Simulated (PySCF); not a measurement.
```xyz
18

C     2.9228    0.3533    0.0415
C     1.9275   -0.1448    0.7876
C     0.5164   -0.1668    0.4239
C    -0.4614   -0.6501    1.2262
P    -2.0760   -0.5076    0.4113
C    -2.9232    0.8666    1.2483
O    -2.9180   -1.7321    0.2507
C    -1.3129    0.2350   -1.0666
C     0.0115    0.3390   -0.8844
H     2.7524    0.8040   -0.9394
H     3.9562    0.3247    0.3941
H     2.1636   -0.5822    1.7634
H    -0.2949   -1.0792    2.2156
H    -3.8216    1.1261    0.6691
H    -2.2706    1.7460    1.3444
H    -3.2401    0.5240    2.2442
H    -1.8509    0.5399   -1.9654
H     0.6936    0.7509   -1.6321
```

Geometry: PBE0-D3(BJ)/def2-SVP.

Theory: PySCF, PBE0/pcSseg-1, SCF density, gas phase, non-relativistic.

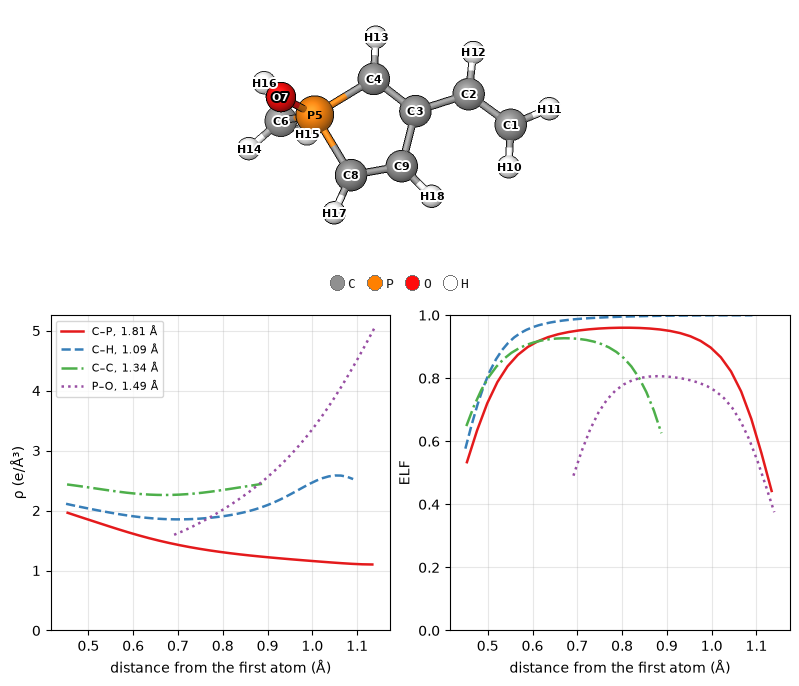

C7H9OP. Total electron density and ELF along straight lines between neighbouring atoms. The curves leave out the atomic cores. The structure is drawn too.

Question: What kind of bonding do the profiles show?

Answer: C–P (1.81 Å): ρ at the midpoint is about 1.2 e/Å³; the ELF peaks at about 0.95 between the atoms (localised, covalent bonding).
C–H (1.09 Å): ρ is about 2 e/Å³ halfway; the ELF climbs to about 1 towards the hydrogen, as it does in any bond to H; an ordinary covalent bond to hydrogen.
C–C (1.34 Å): ρ at the midpoint is about 2.3 e/Å³; the ELF peaks at about 0.95 between the atoms: a multiple bond.
P–O (1.49 Å): the density is about 1.8 e/Å³ at the midpoint; the ELF peaks at about 0.80 between the atoms, as expected for a short, strongly polar bond.
